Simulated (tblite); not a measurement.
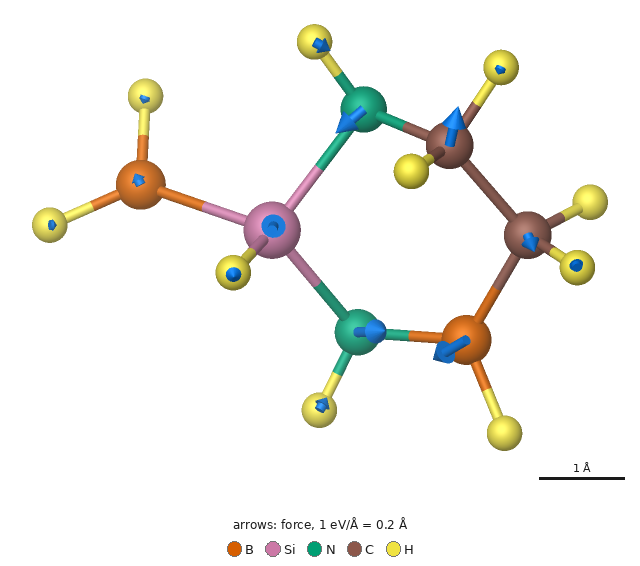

Starting geometry of C2H10B2N2Si with the computed forces as blue arrows. Style: ball-and-stick. Shown at a tilt.

Level of theory: tblite 0.8.0, GFN2-xTB geometry optimisation, gas phase. 

Is this structure relaxed? If not, where do the atoms go?

It isn't relaxed: the largest force vector, on an N atom, is 3.55 eV/Å. The final displacements have little in common with the starting forces (cosine between the two patterns 0.21). Over 138 geometry steps the energy falls by 1.186 eV. An H atom moves most after the best rigid fit: 1.43 Å. By element the largest moves are H 1.43 Å, N 0.78 Å, Si 0.29 Å, B 0.29 Å, C 0.15 Å. Near-neighbour distances that change, for instance: B–N 1.547 → 1.390 Å, N–Si 1.797 → 1.723 Å, H–Si 1.453 → 1.503 Å, N–Si 1.799 → 1.760 Å. Among the angles between lasting bonds that change: Si–N–B 103.5° → 126.9°, Si–N–C 104.9° → 120.7°, Si–N–H 107.8° → 118.6°. Groups turn about B–Si by about 60°.
